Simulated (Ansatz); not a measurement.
## Electronic structure of CH3Ga···H2 in real space

Input

```
crystal:
  periodic: [false, false, false]
  atoms:
    - { symbol: Ga, position_ang: [0.029179, 0.031501, 1.165042] }
    - { symbol: H, position_ang: [1.738075, -0.681825, -0.970268] }
    - { symbol: C, position_ang: [-0.996962, 0.41586, -0.271778] }
    - { symbol: H, position_ang: [1.03319, -0.62874, -0.951179] }
    - { symbol: H, position_ang: [0.699508, -0.779446, 2.300173] }
    - { symbol: H, position_ang: [-0.520155, 0.776562, -1.184112] }
    - { symbol: H, position_ang: [-1.982734, 0.866188, -0.087776] }
basis:
  gaussian: { orbitals: def2-SVP }
hamiltonian:
  xc: b3lyp
  dispersion: d4
relax:
  f_tol: 0.03
  max_steps: 50
output:
  orbitals: {}
```

Launched as:

```sh
ansatz run input.yaml --threads 1 --pin off --max-ram 2048MiB --backend cpu --events-out ev --progress --plain --runs-dir out
```

The fields are those of the relaxed geometry.

Level of theory: Ansatz 0.2.0, RKS B3LYP-D4/def2-SVP.

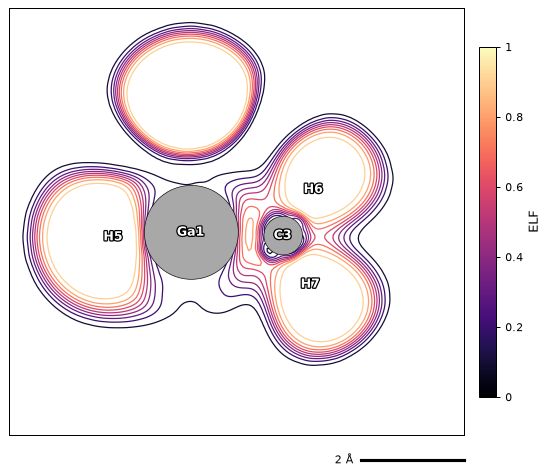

Figure 1. ELF on the plane of atoms Ga1, C3 and H7. Grey discs cover the atomic cores.

Q: What do the fields say about this system?

A: The section cuts through Ga, C and H sites. C–Ga (1.79 Å): the ELF peaks at about 0.85 in the valence shell of C, 0.7 Å from its nucleus, and is about 0.45 at the midpoint. C–H (1.09 Å): the ELF climbs to about 1 towards the hydrogen, as it does in any bond to H: an ordinary covalent bond to hydrogen. Ga–H (1.54 Å): the ELF climbs to about 1 towards the hydrogen.

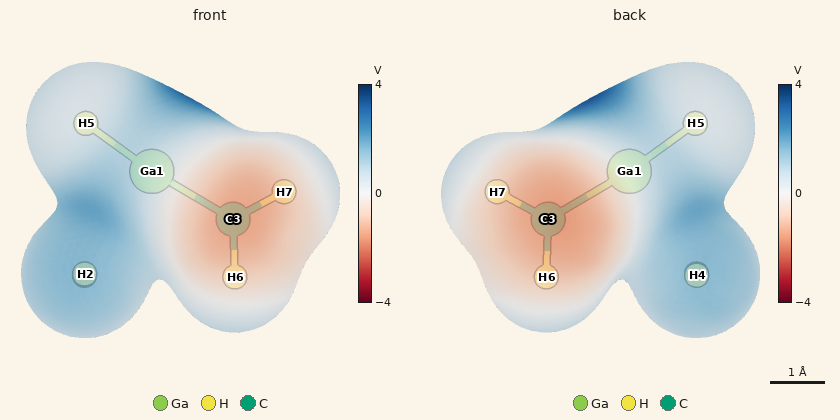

Figure 2. The electrostatic potential painted on the density surface at 0.004 e/bohr³, seen from the front and from behind; the colour scale runs from red (negative) to blue (positive).

Q: Where is the surface potential most negative and most positive?

A: The most negative region (about −1.7 V) lies over the π face of C3, the most positive (about +3.2 V) over Ga1.

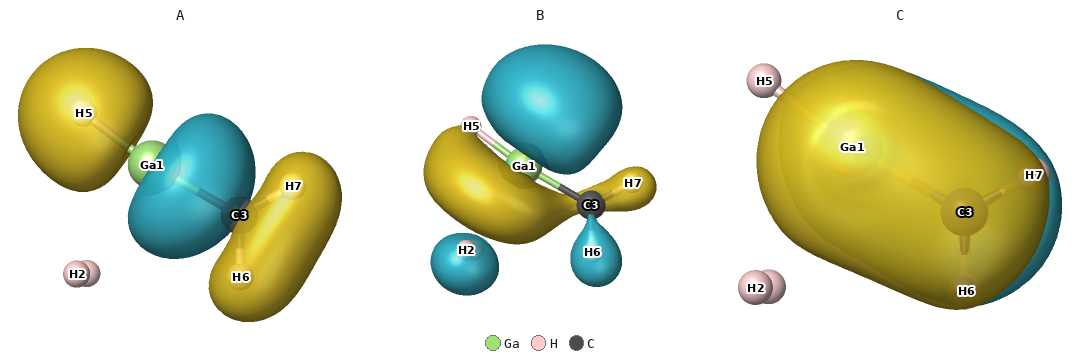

Figure 3. Three frontier orbitals at ±0.08 Å⁻³ᐟ² (yellow and cyan are the two phases), in no order.

Q: Which picture is the HOMO−1, the HOMO and the LUMO?

A: A is the HOMO−1 (−8.82 eV). Its weight (Hirshfeld) is mainly on C3 (about 40 %), Ga1 (about 30 %), H5 (about 20 %) and H6 (about 5 %). C is the HOMO (−5.20 eV). Its weight (Hirshfeld) is mainly on C3 (about 50 %) and Ga1 (about 35 %). B is the LUMO (−0.94 eV). By Hirshfeld shares it lies mainly on Ga1 (about 75 %), C3 (about 5 %) and H5 (about 5 %).

Q: What is the HOMO–LUMO gap?

A: 4.26 eV between the orbital energies.

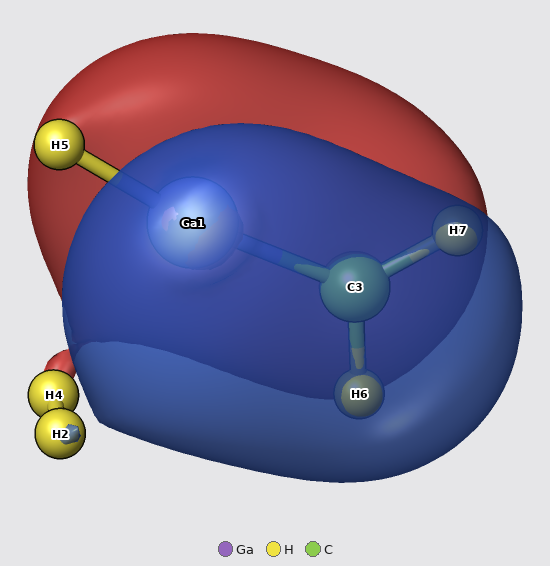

Figure 4. The HOMO at ±0.06 Å⁻³ᐟ² (blue and red are the two phases), seen at a tilt.

Q: What is the character of this orbital?

A: Its weight (Hirshfeld) is mainly on C3 (about 50 %) and Ga1 (about 35 %). Its energy is −5.20 eV.
